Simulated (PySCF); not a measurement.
# C2H2F2 (Ethene, 1,2-difluoro-, (Z)-): the cost of one run

Computed with PySCF 2.14.0, with density-fitted response routines of our own, on a single molecule in the gas phase. Atoms count from 0, in the outputs and in this text.

## 1. The starting structure

6 atoms, charge 0, multiplicity 1; geometry from: MMFF94s. The atoms were then displaced at random by about 0.03 Å, so the start is not that level's minimum.

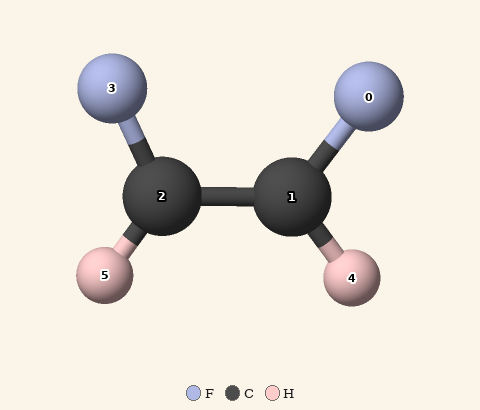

The starting geometry (fluorine light blue, carbon dark grey, hydrogen pink), atoms numbered; sticks join atoms by distance.

## 2. Geometry optimisation at PBE0-D3(BJ)/def2-SVP

The job: settings as JSON, then the geometry in Å.

```
{"job": {"xc": "PBE0", "basis": "def2-SVP", "d3": "d3bj", "grid": 1, "shake": 0.03, "kind": "geom"}, "charge": 0, "multiplicity": 1}
F      1.467090     0.930560    -0.024810
C      0.643180    -0.125380    -0.012810
C     -0.726350    -0.078360    -0.016040
F     -1.242750     1.097740    -0.014220
H      1.268500    -1.017320    -0.028960
H     -1.346550    -0.903250     0.027560
```

Command:

```sh
$ OMP_NUM_THREADS=1 python probes_run.py task.json out
```

The driver reads the jobs from task.json and runs them one after another.

Q: Estimate the wall time and peak memory of this first job on 1 thread of Arm Neoverse V1, shared host.

About 9.8 s, with a peak of 0.28 GiB.
